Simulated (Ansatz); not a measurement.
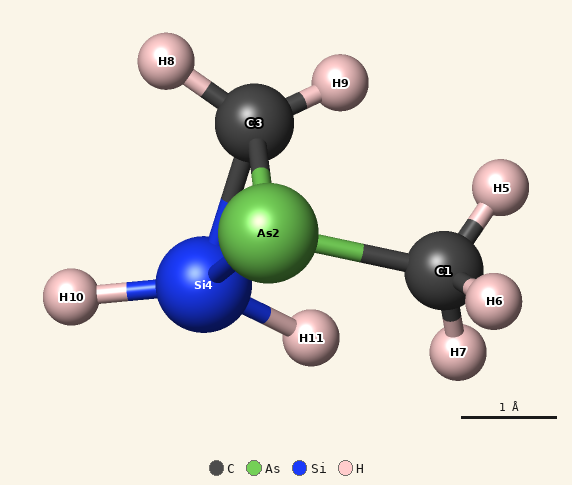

**Figure 1.** The starting structure (ball-and-stick view, seen at a tilt; atoms are numbered from 1 in the order of the input). Bond lengths as drawn: As–C 1.92 to 1.96 Å, As–Si 2.40 Å, C–H 1.06 to 1.18 Å, C–Si 1.90 Å and H–Si 1.41 to 1.49 Å.

## C$_{2}$H$_{7}$AsSi: geometry relaxation (part 1 of 2)

C$_{2}$H$_{7}$AsSi, computed with RKS B3LYP/def2-SVP (Ansatz 0.2.0).

It belongs to a series of runs on one base structure; here: end point A relaxed. Figures and captions count atoms from 1; the log counts them from 0 in places.

## The input
```yaml
crystal:
  periodic: [false, false, false]
  atoms:
    - { symbol: C, position_ang: [-0.9935, 1.3316, -0.1102] }
    - { symbol: As, position_ang: [0.4783, 0.8198, 1.0095] }
    - { symbol: C, position_ang: [0.1176, -1.0955, 0.7901] }
    - { symbol: Si, position_ang: [1.3651, -0.7259, -0.5908] }
    - { symbol: H, position_ang: [-1.9115, 0.7026, 0.0212] }
    - { symbol: H, position_ang: [-1.334, 2.4256, 0.1549] }
    - { symbol: H, position_ang: [-0.7304, 1.3703, -1.19] }
    - { symbol: H, position_ang: [0.656, -1.6925, 1.5955] }
    - { symbol: H, position_ang: [-0.8741, -1.3526, 0.5333] }
    - { symbol: H, position_ang: [2.6729, -1.1791, -0.316] }
    - { symbol: H, position_ang: [0.6188, -0.6615, -1.8769] }
basis:
  gaussian: { orbitals: def2-SVP }
hamiltonian:
  xc: b3lyp
relax:
  f_tol: 0.02
  max_steps: 50
```

Machine: 2 threads of AMD EPYC (Zen 5), 16 GiB of memory available, shared host.

Run as:
```bash
ansatz run input.yaml --threads 2 --pin off --max-ram 3072MiB --backend cpu --events-out ev --progress --plain --runs-dir out
```

## What the program printed
```
The last accepted step is kept in [file] (removed where the run ends without a failure and the disk answers)
Engine: ansatz 0.2.0, x86_64-unknown-linux-gnu
Functional definition: B3LYP
  parameter a0 = 0.2
  parameter ax = 0.72
  parameter ac = 0.81
  exchange = (1 - a0 - ax)*slater_x + ax*b88_x + a0*exact_x
  correlation = (1 - ac)*vwn_rpa_c + ac*lyp_c
1209 factors; integrals over basis functions are off by at most 4.3e-4 eV
mean field evaluation 1: about -70886.5732 eV, gradient 6.2e1 eV
mean field evaluation 2: about -70872.2652 eV, gradient 9.0e1 eV
mean field evaluation 4: about -70896.0160 eV, gradient 5.5e0 eV
mean field evaluation 8: about -70896.1004 eV, gradient 8.1e-2 eV
mean field -70896.10040770 eV, -2605.3836348802 hartree, gradient 4.9e-5 eV, S^2 0.000000; 0 other end points of the search recorded, 0 dependent functions left out
the calculation of the forces begins
reference -70896.10064322 eV, -2605.3836435353 hartree; 33, 33 occupied and 80, 80 virtual orbitals, 1209 factors
relax step   1: F+E_penalty+E_count = -70896.10040770 eV  Δ(F+E_penalty+E_count) = +0.000e0 eV  max|allowed force component| = 2.895e0 eV/Å  Δτ_max = 0.0000 Å  (25 SCF iters, accepted)
these checks for a lower state are left out or cut short: starts, cluster_reference, orbital_swaps, neighbouring_geometries, increment
1209 factors; integrals over basis functions are off by at most 5.0e-4 eV
mean field evaluation 16: about -70896.4114 eV, gradient 7.6e0 eV
mean field -70896.57507954 eV, -2605.4010787484 hartree, gradient 1.2e-5 eV, S^2 0.000000; 0 other end points of the search recorded, 0 dependent functions left out
[... from here on the field's lines of each further geometry are left out, up to the last ...]
relax step   2: F+E_penalty+E_count = -70896.57507954 eV  Δ(F+E_penalty+E_count) = -4.747e-1 eV  max|allowed force component| = 9.028e-1 eV/Å  Δτ_max = 0.1923 Å  (28 SCF iters, accepted)
relax step   3: F+E_penalty+E_count = -70896.54593228 eV  Δ(F+E_penalty+E_count) = +2.915e-2 eV  max|allowed force component| = 9.237e-1 eV/Å  Δτ_max = 0.1999 Å  (28 SCF iters, rejected (line search))
relax step   4: F+E_penalty+E_count = -70896.66642173 eV  Δ(F+E_penalty+E_count) = -9.134e-2 eV  max|allowed force component| = 9.803e-2 eV/Å  Δτ_max = 0.0889 Å  (25 SCF iters, accepted)
relax step   5: F+E_penalty+E_count = -70896.67117001 eV  Δ(F+E_penalty+E_count) = -4.748e-3 eV  max|allowed force component| = 6.043e-2 eV/Å  Δτ_max = 0.0699 Å  (23 SCF iters, accepted)
relax step   6: F+E_penalty+E_count = -70896.67568110 eV  Δ(F+E_penalty+E_count) = -4.511e-3 eV  max|allowed force component| = 3.299e-1 eV/Å  Δτ_max = 0.1463 Å  (24 SCF iters, accepted)
relax step   7: F+E_penalty+E_count = -70896.68337565 eV  Δ(F+E_penalty+E_count) = -7.695e-3 eV  max|allowed force component| = 3.013e-1 eV/Å  Δτ_max = 0.1037 Å  (23 SCF iters, accepted)
relax step   8: F+E_penalty+E_count = -70896.68405705 eV  Δ(F+E_penalty+E_count) = -6.814e-4 eV  max|allowed force component| = 3.478e-1 eV/Å  Δτ_max = 0.2000 Å  (27 SCF iters, accepted)
relax step   9: F+E_penalty+E_count = -70896.70513331 eV  Δ(F+E_penalty+E_count) = -2.108e-2 eV  max|allowed force component| = 1.720e-1 eV/Å  Δτ_max = 0.1896 Å  (27 SCF iters, accepted)
relax step  10: F+E_penalty+E_count = -70896.71004623 eV  Δ(F+E_penalty+E_count) = -4.913e-3 eV  max|allowed force component| = 1.252e-1 eV/Å  Δτ_max = 0.0930 Å  (25 SCF iters, accepted)
relax step  11: F+E_penalty+E_count = -70896.71249801 eV  Δ(F+E_penalty+E_count) = -2.452e-3 eV  max|allowed force component| = 6.791e-2 eV/Å  Δτ_max = 0.0414 Å  (25 SCF iters, accepted)
relax step  12: F+E_penalty+E_count = -70896.71239674 eV  Δ(F+E_penalty+E_count) = +1.013e-4 eV  max|allowed force component| = 7.291e-2 eV/Å  Δτ_max = 0.0084 Å  (23 SCF iters, rejected (line search))
relax step  13: F+E_penalty+E_count = -70896.71264834 eV  Δ(F+E_penalty+E_count) = -1.503e-4 eV  max|allowed force component| = 5.708e-2 eV/Å  Δτ_max = 0.0041 Å  (23 SCF iters, accepted)
relax step  14: F+E_penalty+E_count = -70896.71279817 eV  Δ(F+E_penalty+E_count) = -1.498e-4 eV  max|allowed force component| = 2.146e-2 eV/Å  Δτ_max = 0.0218 Å  (24 SCF iters, accepted)
the calculation of the forces begins
reference -70896.71308076 eV, -2605.4061501996 hartree; 33, 33 occupied and 80, 80 virtual orbitals, 1209 factors
relax step  15: F+E_penalty+E_count = -70896.71283016 eV  Δ(F+E_penalty+E_count) = -3.199e-5 eV  max|allowed force component| = 1.109e-2 eV/Å  Δτ_max = 0.0062 Å  (22 SCF iters, accepted)
```

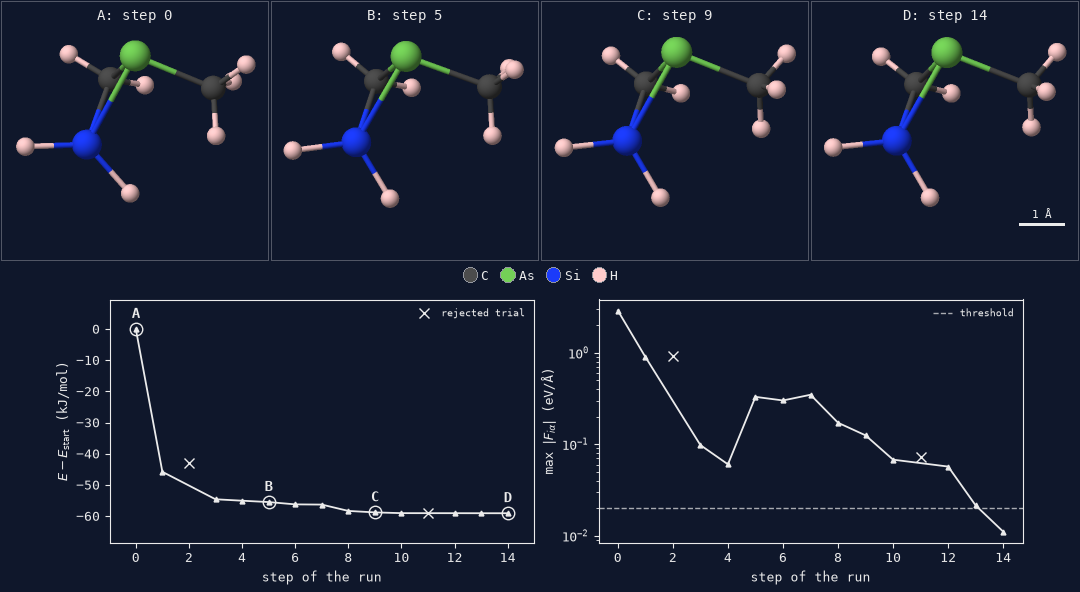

**Figure 2.** Frames of the relaxation (ball-and-stick view, seen at a tilt) above the curves, on which the letters mark them (the first geometry is step 0 here and step 1 in the log).

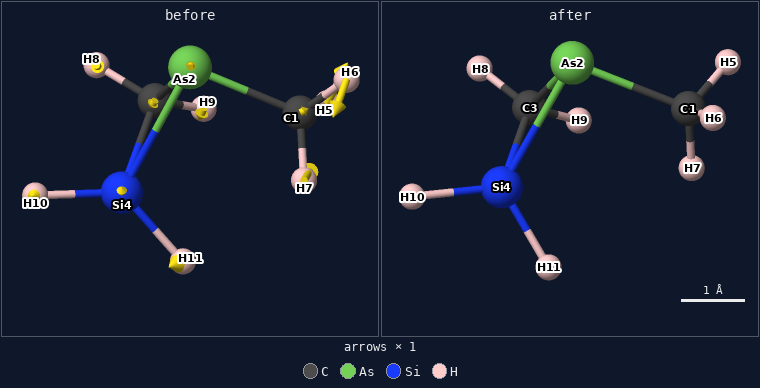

**Figure 3.** Before (left) and after (right) the relaxation, at one scale (ball-and-stick view, seen at a tilt). The yellow arrows give the displacements, at true length. Over 14 geometry steps the energy falls by 59.1 kJ/mol. The largest force component goes from 2.9 to 0.011 eV/Å. The line search rejected the trial steps at points 2, 11 (counted from 0) and went back. The largest move after the best rigid fit is that of H5, 0.88 Å. By element the largest moves are H 0.88 Å, C 0.18 Å, Si 0.14 Å, As 0.13 Å. Among the contacts that change: As2–C3 1.961 → 2.062 Å, C1–As2 1.919 → 2.002 Å, C1–H6 1.176 → 1.100 Å, Si4–H10 1.411 → 1.485 Å. Among the angles that change: H10–Si4–H11 130.3° → 113.6°, Si4–C3–H8 107.8° → 118.4°, C3–Si4–H11 107.9° → 117.8°. (Atoms are counted from 1 in the order of the input.)

```
1209 factors; integrals over basis functions are off by at most 6.6e-4 eV
mean field -70896.71283016 eV, -2605.4061409906 hartree, gradient 8.8e-6 eV, S^2 0.000000; 1 other end points of the search recorded, 0 dependent functions left out
the calculation of the forces begins
reference -70896.71308076 eV, -2605.4061501996 hartree; 33, 33 occupied and 80, 80 virtual orbitals, 1209 factors
Total energy: -70896.71308076 eV, -2605.4061501996 hartree
Atom 0 at    -1.122134     1.402382    -0.073632 Å, force     0.004889     0.008753     0.000049 eV/Å
Atom 1 at     0.378758     0.759943     1.085173 Å, force    -0.007222    -0.009003    -0.007139 eV/Å
Atom 2 at     0.151767    -1.254119     0.707569 Å, force     0.011093     0.002282     0.009913 eV/Å
Atom 3 at     1.408602    -0.616249    -0.513213 Å, force    -0.004430    -0.001147     0.000060 eV/Å
Atom 4 at    -2.045032     1.411345     0.525843 Å, force    -0.001150    -0.001459     0.001672 eV/Å
Atom 5 at    -0.901774     2.430480    -0.397228 Å, force    -0.003398     0.000832    -0.002351 eV/Å
Atom 6 at    -1.278135     0.774903    -0.962921 Å, force    -0.000264     0.000650     0.000186 eV/Å
Atom 7 at     0.503677    -1.870227     1.543862 Å, force     0.000403    -0.003748    -0.001566 eV/Å
Atom 8 at    -0.850513    -1.545790     0.372501 Å, force    -0.001401     0.002982    -0.002071 eV/Å
Atom 9 at     2.820956    -1.037224    -0.329755 Å, force     0.000368    -0.000974     0.000681 eV/Å
Atom 10 at     0.999027    -0.512644    -1.937600 Å, force     0.001112     0.000832     0.000565 eV/Å
Dipole moment:    -0.121216    -0.056583    -0.131198 e Å
```

## Trajectory as extended XYZ (Å, eV, eV/Å), 15 frames, from step=1 to step=15
```
11
Properties=species:S:1:pos:R:3:forces:R:3 step=1 energy=-70896.10041
C    -0.9935    1.3316   -0.1102   -2.1469   2.5228  -0.8508
As    0.4783    0.8198    1.0095    1.0505   0.2504   0.4557
C     0.1176   -1.0955    0.7901    2.8949  -1.1905   1.0001
Si    1.3651   -0.7259   -0.5908   -2.3638   0.9716   0.5767
H    -1.9115    0.7026    0.0212    0.6095   0.2170  -0.0223
H    -1.3340    2.4256    0.1549    0.6187  -1.7536  -0.3731
H    -0.7304    1.3703   -1.1900   -0.2213  -0.0982   0.3802
H     0.6560   -1.6925    1.5955   -1.1267   0.4013  -0.6765
H    -0.8741   -1.3526    0.5333   -1.3597  -0.6141  -0.0702
H     2.6729   -1.1791   -0.3160    1.4148  -0.6450  -0.1888
H     0.6188   -0.6615   -1.8769    0.6299  -0.0616  -0.2311
11
Properties=species:S:1:pos:R:3:forces:R:3 step=2 energy=-70896.57508
C    -1.0705    1.4499   -0.1389   -0.8590   0.4789  -0.3981
As    0.4340    0.8052    0.9683    0.7129   0.4638   0.4932
C     0.1764   -1.1875    0.8428    0.5994  -0.3066  -0.3055
Si    1.3728   -0.7386   -0.5560   -0.9028   0.1762   0.2462
H    -1.9652    0.8206    0.0308    0.1537   0.0694  -0.0183
H    -1.3555    2.4977    0.1481    0.3680  -0.6387   0.0007
H    -0.8624    1.4651   -1.2228    0.0237  -0.0717   0.1402
H     0.6426   -1.7337    1.6900   -0.3490   0.2491  -0.2537
H    -0.8344   -1.5030    0.6030   -0.3371  -0.2426   0.0298
H     2.7260   -1.2760   -0.4076    0.4063  -0.0267  -0.0888
H     0.8014   -0.6570   -1.9370    0.1839  -0.1512   0.1543
11
Properties=species:S:1:pos:R:3:forces:R:3 step=3 energy=-70896.54593 accepted=F
C    -1.0307    1.3708   -0.1534    0.0942   0.2859   0.3010
As    0.5658    0.8842    1.0143   -0.6857  -0.7194  -0.6032
C     0.1249   -1.1846    0.8058    0.2711   0.1138   0.4454
Si    1.3091   -0.7247   -0.5347    0.9237   0.1355   0.1674
H    -1.8936    0.7430    0.1232    0.1016   0.0839  -0.0025
H    -1.2510    2.4091    0.1223   -0.2018   0.1530  -0.1506
H    -0.8638    1.3144   -1.2414    0.0827  -0.0209   0.1685
H     0.4722   -1.7526    1.6789    0.0490  -0.0347  -0.0983
H    -0.9274   -1.3986    0.5711    0.1075   0.1127   0.0035
H     2.7910   -1.0948   -0.4615   -0.7612  -0.0676  -0.0419
H     0.7685   -0.6235   -1.9040    0.0188  -0.0423  -0.1892
```
